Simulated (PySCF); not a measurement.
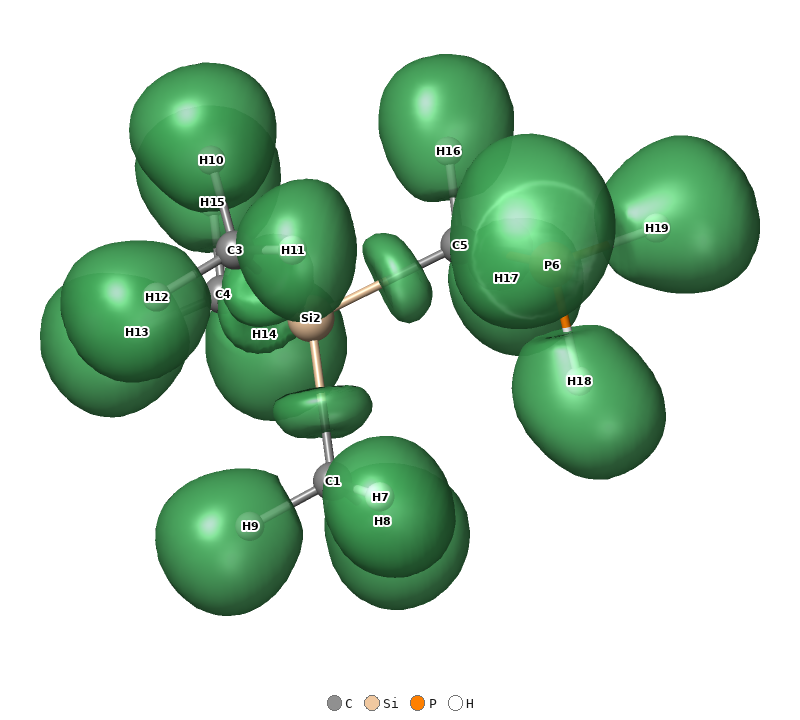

Figure. C4H13PSi (SMILES C[Si](C)(C)CP). Isosurface of the ELF at 0.85 (green), seen at a tilt. Core shells and regions of very low density are left out.

Geometry: GFN2-xTB.

Method: CAM-B3LYP/def2-SVPD, SCF density, gas phase (PySCF).

```json
{"atom": "C", "x (Å)": "0.0646", "y (Å)": "-1.2616", "z (Å)": "1.4266"}
{"atom": "Si", "x (Å)": "-0.4245", "y (Å)": "-0.0717", "z (Å)": "0.0184"}
{"atom": "C", "x (Å)": "-1.0329", "y (Å)": "1.5822", "z (Å)": "0.7424"}
{"atom": "C", "x (Å)": "-1.7684", "y (Å)": "-0.8765", "z (Å)": "-1.0709"}
{"atom": "C", "x (Å)": "1.1129", "y (Å)": "0.2835", "z (Å)": "-1.0769"}
{"atom": "P", "x (Å)": "2.4777", "y (Å)": "1.0611", "z (Å)": "-0.0949"}
{"atom": "H", "x (Å)": "0.8026", "y (Å)": "-0.8056", "z (Å)": "2.0804"}
{"atom": "H", "x (Å)": "0.4899", "y (Å)": "-2.1841", "z (Å)": "1.0418"}
{"atom": "H", "x (Å)": "-0.7951", "y (Å)": "-1.5257", "z (Å)": "2.0346"}
{"atom": "H", "x (Å)": "-1.4476", "y (Å)": "2.2245", "z (Å)": "-0.0287"}
{"atom": "H", "x (Å)": "-0.2122", "y (Å)": "2.1192", "z (Å)": "1.2098"}
{"atom": "H", "x (Å)": "-1.8022", "y (Å)": "1.4306", "z (Å)": "1.4931"}
{"atom": "H", "x (Å)": "-2.6702", "y (Å)": "-1.0575", "z (Å)": "-0.4954"}
{"atom": "H", "x (Å)": "-1.4425", "y (Å)": "-1.8297", "z (Å)": "-1.4759"}
{"atom": "H", "x (Å)": "-2.0365", "y (Å)": "-0.2388", "z (Å)": "-1.9075"}
{"atom": "H", "x (Å)": "0.8476", "y (Å)": "0.9948", "z (Å)": "-1.8607"}
{"atom": "H", "x (Å)": "1.4817", "y (Å)": "-0.6211", "z (Å)": "-1.5593"}
{"atom": "H", "x (Å)": "2.8641", "y (Å)": "-0.1025", "z (Å)": "0.5696"}
{"atom": "H", "x (Å)": "3.4811", "y (Å)": "0.8882", "z (Å)": "-1.0539"}
```

**What do the ELF domains correspond to?**

The ELF exceeds this value in one region between bonded C–P atoms (shared pairs), four regions between bonded C–Si atoms (shared pairs), 13 regions around hydrogen nuclei and one lobe on P, pointing away from the bonds (lone pairs). Along the contacts the grid gives the following. C–P (1.85 Å): the ELF peaks at about 0.95 between the atoms, as expected for a shared electron pair. C–Si (1.91 Å): the ELF peaks at about 1 between the atoms; localised, covalent bonding.
